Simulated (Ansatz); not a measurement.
## Electronic structure of BH6LiSi2 in real space

```xyz
10

Li   -1.8515    1.2443    1.1588
B    -0.7139    0.1981   -0.2734
Si    0.4215    1.6104    0.3751
Si    1.0739   -0.5316   -0.3098
H    -1.7951   -0.3444   -0.1778
H    -1.2775   -2.8395   -1.1922
H    -0.2075    2.0795    1.7140
H     1.3836   -1.7939    0.4242
H     2.1397   -0.2900   -1.3128
H    -1.4931   -3.5493   -1.2831
```

Geometry: PBE0-D4/def2-TZVP; at this geometry the atoms fall into two loosely joined parts.

These are results of RKS PBE0-D4/def2-TZVPP (Ansatz), not measurements.

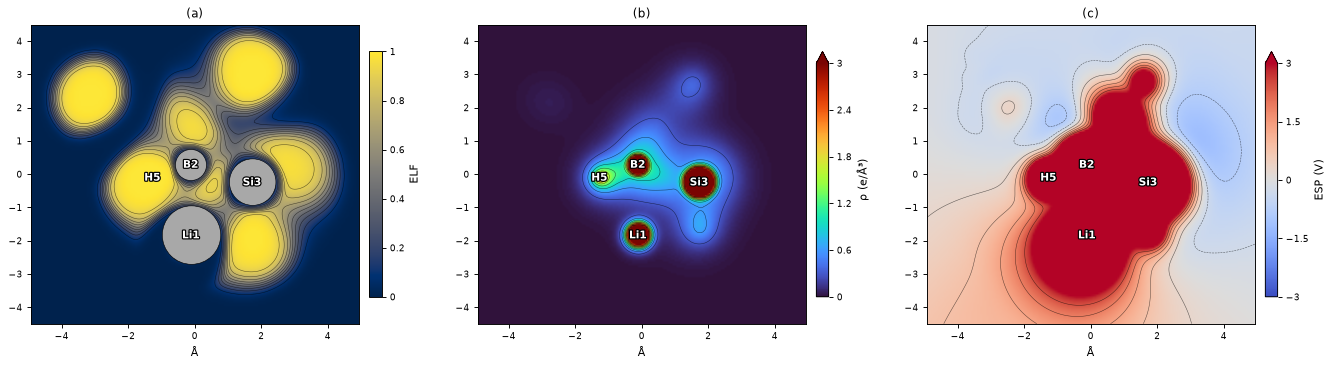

Figure 1. (a) electron localisation function; (b) total electron density; (c) electrostatic potential on the plane of atoms Li1, B2 and Si3. Grey discs cover the atomic cores in the ELF map.

What do the fields say about this system?

The plane passes through Li, B, Si and H nuclei.
Si–B (1.92 Å): the density is about 0.76 e/Å³ at the midpoint; the ELF peaks at about 0.85 between the atoms: a covalent bond.
Li–B (2.11 Å): the density is about 0.32 e/Å³ at the midpoint; the ELF peaks at about 0.75 in the valence shell of B, 0.9 Å from its nucleus, and is about 0.65 at the midpoint.
Li–Si (2.43 Å): the density is about 0.3 e/Å³ at the midpoint; the ELF peaks at about 0.55 in the valence shell of Si, 1.1 Å from its nucleus, and is about 0.55 at the midpoint.
B–H (1.21 Å): ρ at the midpoint is about 1.1 e/Å³; the ELF climbs to about 1 towards the hydrogen, as it does in any bond to H (a covalent bond by its length).
Outside the dense part of the molecule the potential is most negative (−1.2 V) near H9, which lies off the plane.

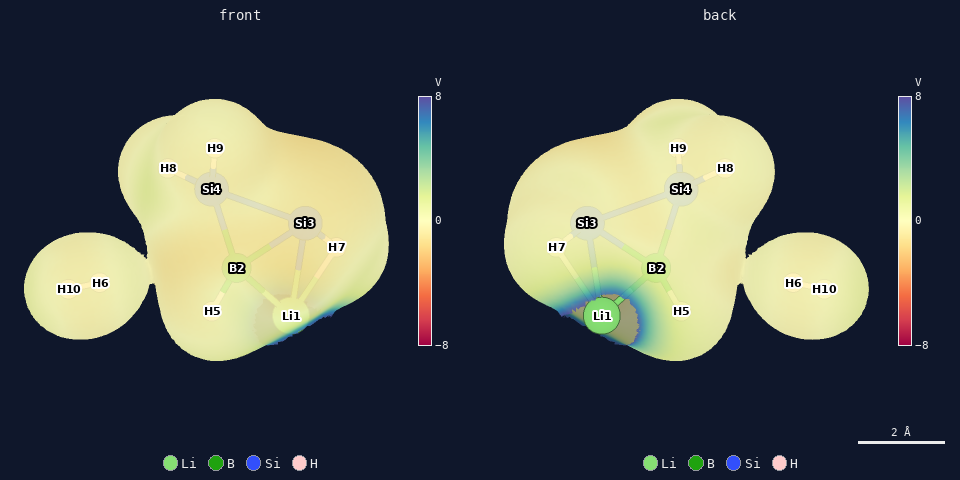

Figure 2. The molecular electrostatic potential painted on the density surface at 0.004 e/bohr³, seen from the front and from behind; red is negative and blue positive.

Where is the surface potential most negative and most positive?

The most negative region (about −1.2 V) lies over H9, the most positive (about +6.9 V) over Li1.

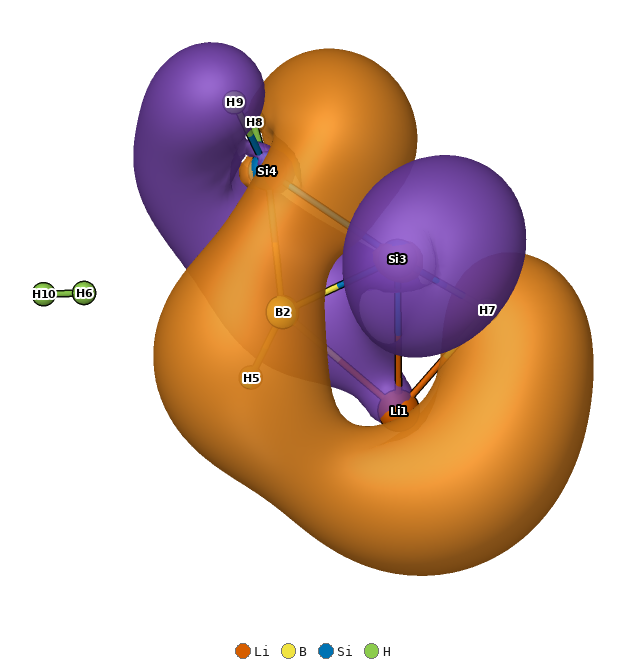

Figure 3. One frontier orbital at ±0.06 Å⁻³ᐟ² (orange and purple are the two phases), seen at a tilt.

Which orbital is it: HOMO or LUMO?

The LUMO, at −1.62 eV. By Hirshfeld shares it lies mainly on Li1 (about 25 %), B2 (about 20 %), Si3 (about 20 %), Si4 (about 20 %) and H7 (about 5 %).
